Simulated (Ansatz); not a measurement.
Reaction (SMILES): FCl (F-Cl) → F atom + Cl atom
B3LYP-D3(BJ)/def2-TZVP geometries, fixed; electronic energies without zero-point terms.
Largest species:
```
F
Cl 1 1.6409
```

Basis-set convergence of the bond dissociation energy at HF with Ansatz (a first-principles code). Cartesian d functions, on some or all atoms, in 6-31+G*, 6-311+G**; all else is spherical. Open shells are unrestricted. No added dispersion term, no relativity. Functions are those of the species that has most. Reference: the value in aug-cc-pV(5+d)Z, 8.15 kcal/mol, itself unsure by roughly 0.19 kcal/mol (its mean distance from pcseg-4, aug-pcseg-3, aug-cc-pV(Q+d)Z). Deviations are taken from unrounded values.

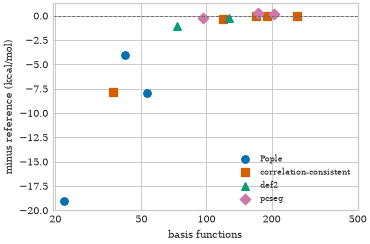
Fig. 1. Deviation from the reference against the number of basis functions, by family of sets.

```csv
basis,functions,bond dissociation energy (kcal/mol),minus reference (kcal/mol)
3-21G,22,-10.89,-19.05
cc-pV(D+d)Z,37,0.30,-7.85
6-31+G*,42,4.12,-4.04
6-311+G**,53,0.19,-7.97
def2-TZVPP,73,7.08,-1.07
aug-pcseg-2,96,7.96,-0.20
cc-pV(Q+d)Z,119,7.84,-0.32
def2-QZVPP,127,7.91,-0.25
aug-cc-pV(Q+d)Z,169,8.09,-0.06
aug-pcseg-3,174,8.47,0.31
cc-pV(5+d)Z,191,8.09,-0.06
pcseg-4,206,8.35,0.20
aug-cc-pV(5+d)Z,263,8.15,0.00
```
